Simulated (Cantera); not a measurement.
Input: 1 mol CsCl, a varied amount of H2, 1.6 mol N2, equilibrated at 2173.15 K and 1.40 mbar.

These are equilibrium values from Cantera (NASA tables, ideal gas, pure condensed phases), not measurements of a reactor. Candidate condensed phases: Cs, CsCl, NH4Cl; 16 gas species. Rates play no part.

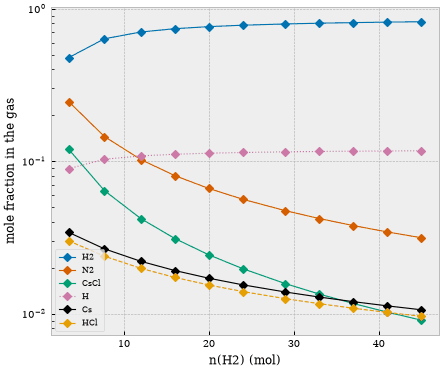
Figure: Equilibrium gas composition (values under 1e-9 drawn at 1e-9)

From 3.5 mol H2 to 45 mol H2 nothing is condensed. The main Cs-bearing gas is CsCl at 3.5 mol H2 and Cs at 45 mol H2.
